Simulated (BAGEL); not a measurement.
# CH7BNP (SMILES CB(N)P), step by step

Wanted: the energy (HF/def2-SV(P)), then the energy (NEVPT2(2,2)/def2-SV(P)), then the energy (CASPT2(2,2)/def2-SV(P)) of CH7BNP. 

Program for the calculation: BAGEL 1.2.2.

2 further runs of the same task are left out: 2 set aside as unsound or not needed.

## (1) Starting point

The species is CH7BNP (11 atoms), meant as a singlet with charge 0. As SMILES, `CB(N)P`. The N3–H8 distance was set to 1.910 Å, away from the relaxed value. At this shape a bond of the SMILES string is far longer than usual.

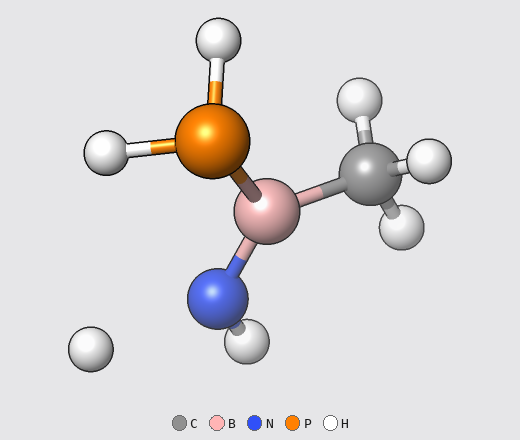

The structure, seen from a chosen angle (carbon grey, boron pink, nitrogen blue, phosphorus orange, hydrogen white).

## (2) The energy at HF/def2-SV(P) (density fitting with svp-jkfit) (run 1)

job.json reads:

```json
{ "bagel": [

{
  "title": "molecule",
  "basis": "def2-sv_p_.json",
  "df_basis": "svp-jkfit",
  "angstrom": false,
  "geometry": [
    { "atom": "C", "xyz": [ -3.26825677,  2.90556163, -0.59835532 ] },
    { "atom": "B", "xyz": [ -1.19692796,  0.82232755, -0.14501002 ] },
    { "atom": "N", "xyz": [ -0.39530614,  0.22498512,  2.29179181 ] },
    { "atom": "P", "xyz": [  0.06540909, -1.11483070, -2.98148894 ] },
    { "atom": "H", "xyz": [ -4.79950184,  2.20749680, -1.79965422 ] },
    { "atom": "H", "xyz": [ -4.10691722,  3.61742146,  1.15209799 ] },
    { "atom": "H", "xyz": [ -2.44887152,  4.51938774, -1.60217784 ] },
    { "atom": "H", "xyz": [  2.14313840, -2.22836505,  3.04434879 ] },
    { "atom": "H", "xyz": [ -1.12058303,  1.06799195,  3.83569806 ] },
    { "atom": "H", "xyz": [  2.59065011, -1.47085510, -2.14944252 ] },
    { "atom": "H", "xyz": [  0.63686227,  0.96235626, -4.57320525 ] }
  ]
},
{ "title": "hf" },
{ "title": "print", "file": "orbitals.molden", "orbitals": true }

]}
```

The basis set def2-SV(P) is read from a file made from the Basis Set Exchange's data (not shown).

Run with:

```sh
$ BAGEL_NUM_THREADS=1 BAGEL job.json > job.out
```

The program printed:

```text
* using 1 threads per process

  ===============================================================
  ===============================================================

  *** Geometry ***

  { "atom" : "C", "xyz" : [     -3.268257,      2.905562,     -0.598355 ] },
  { "atom" : "B", "xyz" : [     -1.196928,      0.822328,     -0.145010 ] },
  { "atom" : "N", "xyz" : [     -0.395306,      0.224985,      2.291792 ] },
  { "atom" : "P", "xyz" : [      0.065409,     -1.114831,     -2.981489 ] },
  { "atom" : "H", "xyz" : [     -4.799502,      2.207497,     -1.799654 ] },
  { "atom" : "H", "xyz" : [     -4.106917,      3.617421,      1.152098 ] },
  { "atom" : "H", "xyz" : [     -2.448872,      4.519388,     -1.602178 ] },
  { "atom" : "H", "xyz" : [      2.143138,     -2.228365,      3.044349 ] },
  { "atom" : "H", "xyz" : [     -1.120583,      1.067992,      3.835698 ] },
  { "atom" : "H", "xyz" : [      2.590650,     -1.470855,     -2.149443 ] },
  { "atom" : "H", "xyz" : [      0.636862,      0.962356,     -4.573205 ] },

  Number of auxiliary basis functions:      481

  Since a DF basis is specified, we compute 2- and 3-index integrals:
    o Being stored without compression. Storage requirement is 0.021 GB

  Number of basis functions:       74
  Number of electrons      :       40

    * METHOD: MOLECULE                             0.22

  *** RHF ***

  === Nuclear Repulsion ===
   145.0687664305

      * DIIS with orbital gradients will be used.

  === RHF iteration (def2-sv_p_.json) ===
      0       -461.12325241          0.02426076           0.05
      1       -461.26752775          0.02102923           0.05
      2       -461.45455439          0.00270550           0.05
      3       -461.45937797          0.00120133           0.05
      4       -461.46023399          0.00024309           0.05
      5       -461.46031260          0.00008333           0.05
      6       -461.46032297          0.00002553           0.05
      7       -461.46032372          0.00000889           0.05
      8       -461.46032382          0.00000426           0.05
      9       -461.46032384          0.00000208           0.05
     10       -461.46032385          0.00000120           0.05
     11       -461.46032385          0.00000077           0.05
     12       -461.46032385          0.00000037           0.05
     13       -461.46032385          0.00000014           0.05
     14       -461.46032385          0.00000006           0.05
     15       -461.46032385          0.00000003           0.05
     16       -461.46032385          0.00000001           0.05
     17       -461.46032385          0.00000000           0.05
    * SCF iteration converged.

    * Permanent dipole moment:
           (   -0.159228,    -0.318233,    -0.854201) a.u.

    * METHOD: HF                                   1.11

    * METHOD: PRINT                                0.01

  ===============================================================
```

Wall time 1.5 s (1 thread of Arm Neoverse V1, shared host); peak memory 0.15 GiB.

## (3) A single-point energy at NEVPT2(2,2)/def2-SV(P) (density fitting with svp-jkfit) (run 2)

calc.json reads:

```json
{ "bagel" : [

{
  "title" : "molecule",
  "basis" : "def2-sv_p_.json",
  "df_basis" : "svp-jkfit",
  "angstrom" : false,
  "geometry" : [
    { "atom" : "C", "xyz" : [ -3.26825677,  2.90556163, -0.59835532 ] },
    { "atom" : "B", "xyz" : [ -1.19692796,  0.82232755, -0.14501002 ] },
    { "atom" : "N", "xyz" : [ -0.39530614,  0.22498512,  2.29179181 ] },
    { "atom" : "P", "xyz" : [  0.06540909, -1.11483070, -2.98148894 ] },
    { "atom" : "H", "xyz" : [ -4.79950184,  2.20749680, -1.79965422 ] },
    { "atom" : "H", "xyz" : [ -4.10691722,  3.61742146,  1.15209799 ] },
    { "atom" : "H", "xyz" : [ -2.44887152,  4.51938774, -1.60217784 ] },
    { "atom" : "H", "xyz" : [  2.14313840, -2.22836505,  3.04434879 ] },
    { "atom" : "H", "xyz" : [ -1.12058303,  1.06799195,  3.83569806 ] },
    { "atom" : "H", "xyz" : [  2.59065011, -1.47085510, -2.14944252 ] },
    { "atom" : "H", "xyz" : [  0.63686227,  0.96235626, -4.57320525 ] }
  ]
},
{
  "title" : "hf"
},
{
  "title" : "nevpt2",
  "nstate" : 1,
  "nact" : 2,
  "nclosed" : 19,
  "active" : [19, 21],
  "maxiter" : 200,
  "natocc" : true,
  "ncore" : 8
},
{
  "title" : "print",
  "file" : "orbitals.molden",
  "orbitals" : true
}

]}
```

The basis set def2-SV(P) is read from a file made from the Basis Set Exchange's data (not shown).

Run with:

```sh
$ BAGEL_NUM_THREADS=1 BAGEL calc.json > calc.out
```

The program printed:

```text
* using 1 threads per process

  ===============================================================
  ===============================================================

  *** Geometry ***

  { "atom" : "C", "xyz" : [     -3.268257,      2.905562,     -0.598355 ] },
  { "atom" : "B", "xyz" : [     -1.196928,      0.822328,     -0.145010 ] },
  { "atom" : "N", "xyz" : [     -0.395306,      0.224985,      2.291792 ] },
[... 7 lines of this table left out ...]
  { "atom" : "H", "xyz" : [      0.636862,      0.962356,     -4.573205 ] },

  Number of auxiliary basis functions:      481

  Since a DF basis is specified, we compute 2- and 3-index integrals:
    o Being stored without compression. Storage requirement is 0.021 GB

  Number of basis functions:       74
  Number of electrons      :       40

    * METHOD: MOLECULE                             0.22

  *** RHF ***

  === Nuclear Repulsion ===
   145.0687664305

      * DIIS with orbital gradients will be used.

  === RHF iteration (def2-sv_p_.json) ===
      0       -461.12325241          0.02426076           0.05
      1       -461.26752775          0.02102923           0.05
      2       -461.45455439          0.00270550           0.05
[... 14 lines of this table left out ...]
     17       -461.46032385          0.00000000           0.05
    * SCF iteration converged.

    * Permanent dipole moment:
           (   -0.159228,    -0.318233,    -0.854201) a.u.

    * METHOD: HF                                   1.10

    * freezing 8 orbitals
  ---------------------------
      CASSCF calculation
  ---------------------------

    ==== Active orbitals : =====
         Orbital 19
         Orbital 21
    ============================

    * nstate   :      1
    * nclosed  :     19
    * nact     :      2
    * nvirt    :     53
  === CASSCF iteration (def2-sv_p_.json) ===

    * Using the second-order algorithm

      0  0      -461.46626319     1.46e-03      0.02

      1  0      -461.51773981     4.32e-03      0.26
[... 17 lines of this table left out ...]
     10  0      -461.52822802     7.64e-09      0.21

    * Second-order optimization converged. *

     guess   0:   closed 1.                   open ..

  === FCI iteration ===

      0  0      -461.45513600     9.66e-02      0.00
      1  0      -461.52636323     1.46e-02      0.00
      2  0 *    -461.52822802     3.70e-16      0.00

     * ci vector, state   0, <S^2> = 0.0000
       2.     0.9348289110
       .2    -0.3550984471

  === DF-NEVPT2 calculation ===

    * 3-index integral transformation done
    * assembly done

      NEVPT2 correlation energy:   -0.4505682022      0.13

          (+0)     -0.3879416540
          (+0)'    -0.0174053797
          (+1)     -0.0113508420
          (+1)'    -0.0000000000
          (+2)     -0.0003438400
          (-1)     -0.0321845201
          (-1)'     0.0000000000
          (-2)     -0.0013419664

      NEVPT2 total energy:       -461.9787962257

    * METHOD: NEVPT2                               3.18

    * METHOD: PRINT                                0.01

  ===============================================================
```

Run time: 4.8 s. Hardware: 1 thread of Arm Neoverse V1, shared host; peak memory 0.15 GiB.

## (4) The energy at CASPT2(2,2)/def2-SV(P) (density fitting with svp-jkfit) (run 3)

calc.json reads:

```json
{ "bagel": [

{
  "title": "molecule",
  "basis": "def2-sv_p_.json",
  "df_basis": "svp-jkfit",
  "angstrom": false,
  "geometry": [
    { "atom": "C", "xyz": [ -3.26825677,  2.90556163, -0.59835532 ] },
    { "atom": "B", "xyz": [ -1.19692796,  0.82232755, -0.14501002 ] },
    { "atom": "N", "xyz": [ -0.39530614,  0.22498512,  2.29179181 ] },
    { "atom": "P", "xyz": [  0.06540909, -1.11483070, -2.98148894 ] },
    { "atom": "H", "xyz": [ -4.79950184,  2.20749680, -1.79965422 ] },
    { "atom": "H", "xyz": [ -4.10691722,  3.61742146,  1.15209799 ] },
    { "atom": "H", "xyz": [ -2.44887152,  4.51938774, -1.60217784 ] },
    { "atom": "H", "xyz": [  2.14313840, -2.22836505,  3.04434879 ] },
    { "atom": "H", "xyz": [ -1.12058303,  1.06799195,  3.83569806 ] },
    { "atom": "H", "xyz": [  2.59065011, -1.47085510, -2.14944252 ] },
    { "atom": "H", "xyz": [  0.63686227,  0.96235626, -4.57320525 ] }
  ]
},
{ "title": "hf" },
{ "title": "casscf", "nstate": 1, "nact": 2, "nclosed": 19, "active": [19, 21], "maxiter": 200, "natocc": true },
{ "title": "print", "file": "orbitals.molden", "orbitals": true },
{ "title": "smith", "method": "caspt2", "ms": true, "xms": true, "sssr": true, "shift": 0.2, "shift_imag": true, "ncore": 8 }

]}
```

The basis set def2-SV(P) is read from a file made from the Basis Set Exchange's data (not shown).

Run with:

```sh
$ BAGEL_NUM_THREADS=1 BAGEL calc.json > calc.out
```

The program printed:

```text
* using 1 threads per process

  ===============================================================
  ===============================================================

  *** Geometry ***

  { "atom" : "C", "xyz" : [     -3.268257,      2.905562,     -0.598355 ] },
  { "atom" : "B", "xyz" : [     -1.196928,      0.822328,     -0.145010 ] },
  { "atom" : "N", "xyz" : [     -0.395306,      0.224985,      2.291792 ] },
[... 7 lines of this table left out ...]
  { "atom" : "H", "xyz" : [      0.636862,      0.962356,     -4.573205 ] },

  Number of auxiliary basis functions:      481

  Since a DF basis is specified, we compute 2- and 3-index integrals:
    o Being stored without compression. Storage requirement is 0.021 GB

  Number of basis functions:       74
  Number of electrons      :       40

    * METHOD: MOLECULE                             0.22

  *** RHF ***

  === Nuclear Repulsion ===
   145.0687664305

      * DIIS with orbital gradients will be used.

[... 6 lines left out ...]
    * SCF iteration converged.
[... 1 line left out ...]
    * Permanent dipole moment:
[... 27 lines left out ...]
    * Second-order optimization converged. *
[... 9 lines left out ...]
     * ci vector, state   0, <S^2> = 0.0000
[... 16 lines left out ...]
    * Zeroth order energy : state  0       -0.7140702828

    * CASPT2 iteration is performed using orthogonal basis

      -------------------------------------------  CASPT2 iteration  ---------------------------------------------------
       #      aibj      arbs      arbi      airj      risj      airs      arst      rist         Etot      error   time
      ------------------------------------------------------------------------------------------------------------------

       0  -0.38589  -0.00166  -0.03397  -0.01232  -0.00052  -0.01711  -0.00000  -0.00000   -0.4514805  0.0010252   0.07
       1  -0.38598  -0.00167  -0.03405  -0.01240  -0.00054  -0.01730  -0.00000  -0.00000   -0.4519437  0.0001253   0.06
       2  -0.38598  -0.00167  -0.03405  -0.01240  -0.00054  -0.01730  -0.00000  -0.00000   -0.4519522  0.0000214   0.06
       3  -0.38598  -0.00167  -0.03405  -0.01240  -0.00054  -0.01731  -0.00000  -0.00000   -0.4519524  0.0000039   0.06
       4  -0.38598  -0.00167  -0.03405  -0.01240  -0.00054  -0.01731   0.00000  -0.00000   -0.4519524  0.0000007   0.06

      ------------------------------------------------------------------------------------------------------------------

    * CASPT2 energy : state  0     -461.9833380674
        w/o shift correction       -461.9801804723
        reference weight              0.8520413170

    * METHOD: SMITH                                0.51

  ===============================================================
```

Wall time 5.1 s (1 thread of Arm Neoverse V1, shared host); peak memory 0.15 GiB.

## (5) Results

| quantity | value |
| --- | --- |
| run 1, HF/def2-SV(P): total energy | -461.46032 Eh |
| run 1, HF/def2-SV(P): dipole moment | 2.35 D |
| run 1, HF/def2-SV(P): HOMO energy | -9.35 eV |
| run 1, HF/def2-SV(P): LUMO energy | 0.16 eV |
| run 1, HF/def2-SV(P): HOMO–LUMO gap | 9.51 eV |
| run 2, NEVPT2(2,2)/def2-SV(P): total energy | -461.97880 Eh |
| run 3, CASPT2(2,2)/def2-SV(P): total energy | -461.98334 Eh |
